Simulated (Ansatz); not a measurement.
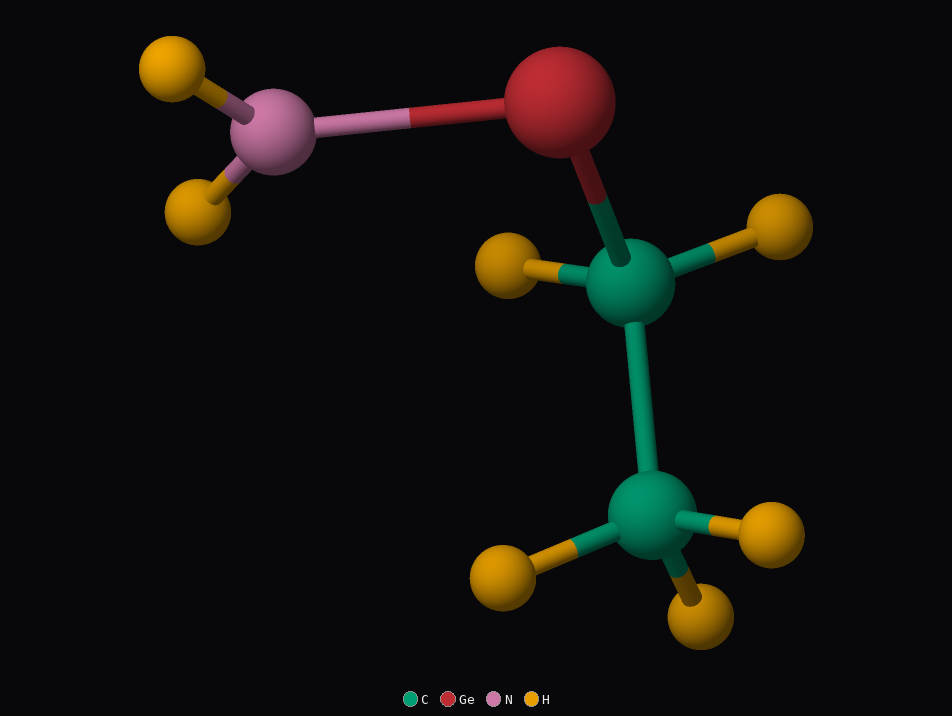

The structure as it stands in the input.

Input file:

```yaml
crystal:
  periodic: [false, false, false]
  atoms:
    - {symbol: C, position_ang: [-0.732715, 1.222909, 0.375809]}
    - {symbol: C, position_ang: [-0.261579, -0.132999, 0.898890]}
    - {symbol: Ge, position_ang: [1.621491, -0.488074, 0.293338]}
    - {symbol: N, position_ang: [1.158386, -1.282982, -1.276229]}
    - {symbol: H, position_ang: [-0.768225, 1.241294, -0.717151]}
    - {symbol: H, position_ang: [-1.733024, 1.476616, 0.739144]}
    - {symbol: H, position_ang: [-0.065305, 2.032611, 0.688918]}
    - {symbol: H, position_ang: [-0.924822, -0.933975, 0.555561]}
    - {symbol: H, position_ang: [-0.284914, -0.140953, 1.992922]}
    - {symbol: H, position_ang: [0.213222, -1.462637, -1.581730]}
    - {symbol: H, position_ang: [1.842884, -1.588808, -1.948874]}
basis:
  gaussian: {orbitals: def2-TZVPP}
hamiltonian: {xc: {name: B2PLYP}}
```

Command:

```sh
ansatz run in.yaml --threads 4 --pin off --events-out ev --progress --plain --max-ram 10444MiB
```

Result:

```
Functional definition: B2PLYP
  name "B2PLYP"
  cite "Grimme, J. Chem. Phys. 124, 034108 (2006) doi:10.1063/1.2148954"
  cite "Becke, Phys. Rev. A 38, 3098 (1988) doi:10.1103/PhysRevA.38.3098"
  cite "Lee, Yang & Parr, Phys. Rev. B 37, 785 (1988) doi:10.1103/PhysRevB.37.785"
  parameter a = 0.53
  parameter c = 0.27
  exchange = (1 - a)*b88_x + a*exact_x
  correlation = (1 - c)*lyp_c + c*(mp2_os + mp2_ss)
1420 factors; integrals over basis functions are off by at most 1.1e-3 eV
mean field evaluation 1: about -60167.6674 eV, gradient 6.8e1 eV
mean field evaluation 2: about -60167.7421 eV, gradient 6.8e1 eV
mean field evaluation 4: about -60177.3166 eV, gradient 1.0e1 eV
mean field evaluation 8: about -60177.5465 eV, gradient 6.9e-1 eV
mean field evaluation 16: about -60177.5479 eV, gradient 5.6e-4 eV
mean field -60177.54788156 eV, -2211.4840948404 hartree, gradient 4.9e-6 eV, S^2 0.000000; 0 other end points of the search recorded, 0 dependent functions left out
12 core orbitals not correlated: weight in the atoms' cores, before any rotation towards them, 1.000 or more for the frozen orbitals, at most 0.000 for the correlated occupied ones
reference -60177.54805103 eV, -2211.4841010684 hartree; 17, 17 occupied and 210, 210 virtual orbitals, 1420 factors
second order -26.78768565 eV of doubles, -0.00000000 eV of singles
Total energy: -60184.78072616 eV, -2211.7498969768 hartree
```
